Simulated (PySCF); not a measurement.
# C₂HBrF₂O, SMILES `O=C(Br)C(F)F`: electronic structure

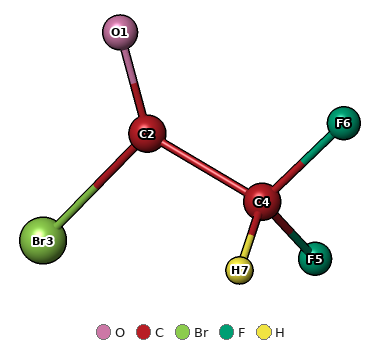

The molecule, with its atoms numbered as below. No frequency check shows the geometry to be a minimum.

Cartesian coordinates (Å):

```
O1       0.4404    1.8395   -0.2416
C2       0.3048    0.6937   -0.0103
Br3     -1.4277   -0.1495    0.0338
C4       1.3952   -0.3192    0.3438
F5       1.2704   -1.4362   -0.3944
F6       2.6089    0.1988    0.0984
H7       1.3335   -0.5956    1.4118
```

Part 1: Bonding charge

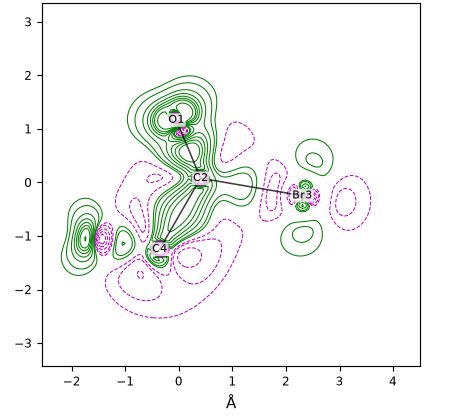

Deformation density (molecule less spherical, spin-averaged free atoms) in the plane of O1, C2, Br3 and C4; contours at ±0.05 to ±0.8 e/Å³; solid green lines: gain, dashed magenta lines: loss.

PySCF calculation, B3LYP/def2-SVP, gas phase; geometry: GFN2-xTB.

Q: How much density has each bond in this plane gained at its critical point, relative to the free atoms?

A: O1–C2: +0.68 e/Å³ at the bond critical point (bond length 1.18 Å, Mayer order 2.2). C2–C4: +0.59 e/Å³ at the bond critical point (bond length 1.53 Å, Mayer order 0.8). C2–Br3: +0.15 e/Å³ at the bond critical point (bond length 1.93 Å, Mayer order 1.0). In all, 1.6 electrons gather in the regions of gain relative to the promolecule. A small or negative value marks a very polar bond, one between electron-rich atoms, whose free-atom densities already overlap strongly, a long bond to a heavier atom, or a closed-shell contact such as a hydrogen bond.

Q: Where do the Hirshfeld charges lie?

A: The highest Hirshfeld charge is on C2 (+0.16 e), the lowest on O1 (−0.16 e).

Part 2: Local ionisation energy

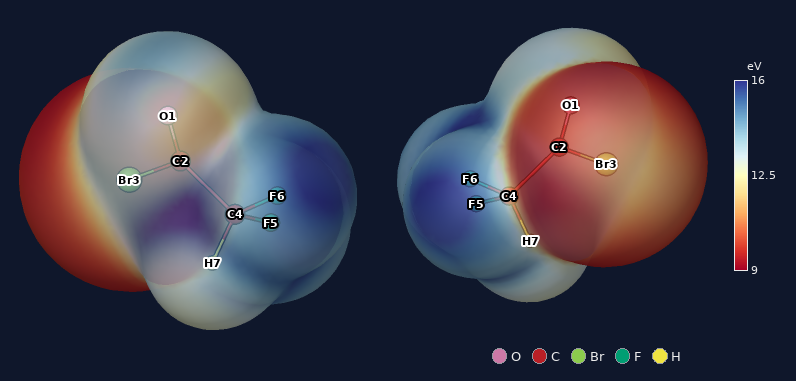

Average local ionisation energy on the surface of electron density 0.001 a.u. (back view left, front view right).

Q: Locate the minima of the map.

A: The lowest value is 9.3 eV, 2.2 Å from Br3. Further minima include 9.5 eV, 2.2 Å from Br3; 12.1 eV, 1.7 Å from O1; 12.7 eV, 1.3 Å from H7. For comparison, the highest occupied orbital lies at −8.4 eV.

Q: What volume does the surface enclose, and what is the dipole moment?

A: About 104 Å³; the dipole moment is 1.7 D.

Part 3: Localised orbitals

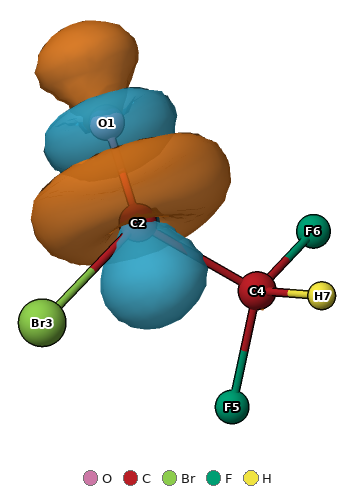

Intrinsic bond orbitals (IBO), occupied and valence-virtual; each surface holds about 85 % of the orbital's density. Energies are diagonal elements of the Fock matrix.

Level of theory: BLYP/def2-SVPD (PySCF), at a geometry from GFN2-xTB.

Q: What does this orbital represent?

A: σ* orbital C2–O1 (C2 61 %, O1 38 %; 12.8 eV).

The PySCF runs shown took 13 s and 25 s on 1 thread of Arm Neoverse V2, with other jobs on the host.
